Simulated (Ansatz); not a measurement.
System: Cu₃Sn₂.

Input

```
crystal:
  lattice:
    - [-1.5675852673, 1.5675852673, 9.1418065683]
    - [1.5675852673, -1.5675852673, 9.1418065683]
    - [1.5675852673, 1.5675852673, -9.1418065683]
  atoms:
    - { symbol: Cu, position: [0.069759757, 0.069759757, 0.0] }
    - { symbol: Cu, position: [0.5, 0.5, 0.0] }
    - { symbol: Cu, position: [0.930240243, 0.930240243, 0.0] }
    - { symbol: Sn, position: [0.6663964989, 0.6663964989, 0.0] }
    - { symbol: Sn, position: [0.3336035011, 0.3336035011, 0.0] }
basis:
  ecutwfc: 420
kpoints:
  mp_grid: { grid: [16, 16, 16] }
hamiltonian:
  xc: pbe
scf:
  occupations: { method: gaussian, width: 0.1 }
output:
  forces: true
  stress: true
  eigenvalues: true
  write_density: true
  write_potential: true
  elf: true
  volumetric_format: npy
relax:
  adjacent_minimum: "off"
  f_tol: 0.01
  max_steps: 80
  cell: { stress_tol: 0.05 }
```

Run with:

```sh
ansatz run input.yaml --threads 1 --pin off --max-ram 2560MiB --backend cpu --events-out ev --progress --plain --runs-dir out
```

Below, planes, directions and counts refer to the conventional cell (a = 3.13 Å, b = 3.13 Å, c = 18.34 Å, α = 90.00°, β = 90.00°, γ = 90.00°).

The fields are those of the run's last geometry, not of the input's.

Space group I4/mmm; a structure generated by program, which may or may not match a known phase; computed without spin polarisation.

All numbers below come from Ansatz 0.2.0, DFT PBE, scalar-relativistic, plane waves, PAW.

> What will maps of the valence pseudo-density and electron localisation function show?

Cu–Cu (2.55 Å): ρ at the midpoint is about 0.26 e/Å³; the ELF is about 0.25 at the midpoint; no shared electron pair shows on this line.
Sn–Sn (3.13 Å): ρ is about 0.2 e/Å³ halfway; the ELF is about 0.40 at the midpoint.
Cu–Sn (3.06 Å): the density is about 0.17 e/Å³ at the midpoint; the ELF is about 0.30 at the midpoint: no shared electron pair shows on this line.

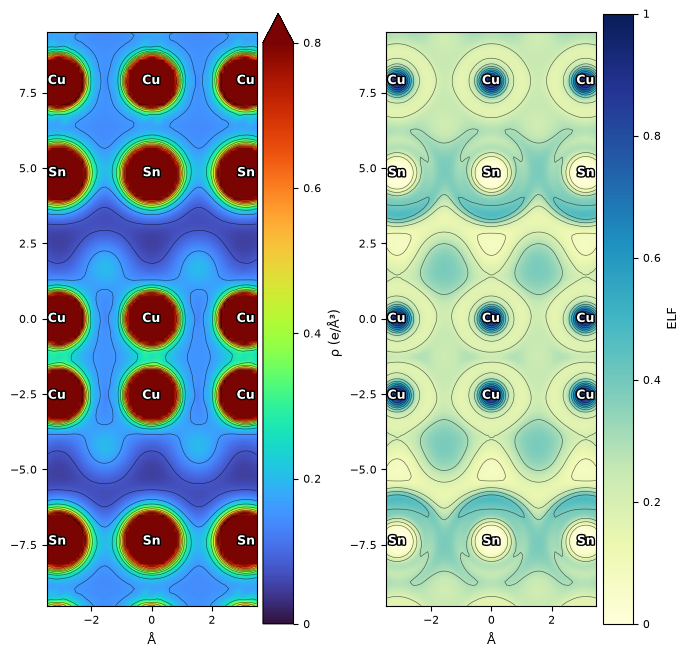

Computed valence pseudo-density and electron localisation function on the (100) plane of the conventional cell, in this order. 
